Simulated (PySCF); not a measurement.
Vertical excitations of a molecule C4H8BN from PySCF with TDDFT-PBE/def2-SVPD, as energy in eV (oscillator strength): 5.21 (0.000), 5.42 (0.000), 6.17 (0.003), 6.39 (0.003), 6.45 (0.092), 6.51 (0.001), 6.52 (0.000), 6.64 (0.000), 6.72 (0.023), 7.07 (0.009). Lowest triplet (TDA): 4.32 eV. The structure is a stationary point at PBE0-D3(BJ)/def2-SVP. One conformer was computed; it need not be the lowest.

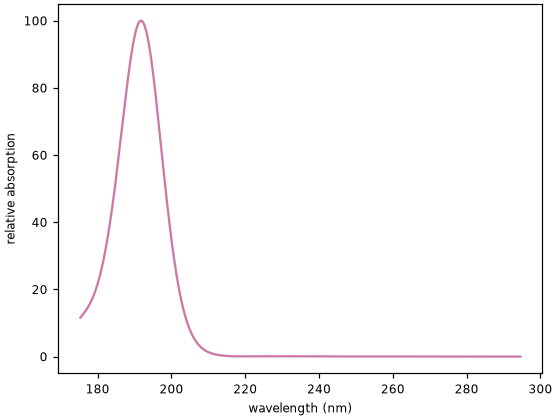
Figure: The lines broadened by 0.4 eV.

Q: Identify the compound among the candidates.
(A) C=C1CCB1N
(B) CCB1C=NC1
(C) C#CCB(C)N
(D) NB1CC=CC1

A: D, NB1CC=CC1
